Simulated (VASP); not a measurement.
Input:

```
CELL_PARAMETERS angstrom
     -1.64811     1.64811     1.64811
      1.64811    -1.64811     1.64811
      1.64811     1.64811    -1.64811
ATOMIC_POSITIONS crystal
  Nb 0.00000 0.00000 0.00000
```

Level of theory: TPSS meta-GGA, VASP's PBE PAW potentials (set 64) (plane waves; VASP 6.6.1). Settings: 520 eV cut-off, 17×17×17 Γ-centred mesh, tetrahedra with Blöchl corrections, potentials Nb_sv.

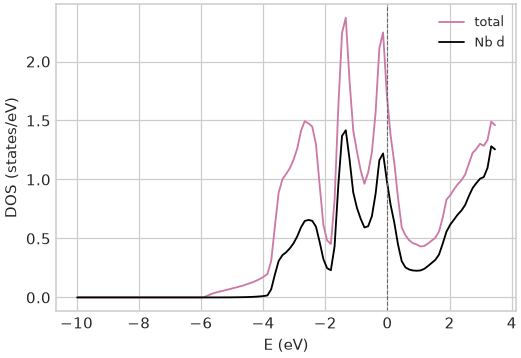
Figure: Total and projected density of states, zero at the Fermi level

Within 2 eV below the Fermi level the largest weight inside VASP's projection spheres is Nb d.

It has no gap at this level: it comes out as a metal or semimetal.

The compound is Nb in the bcc structure. It was relaxed first.
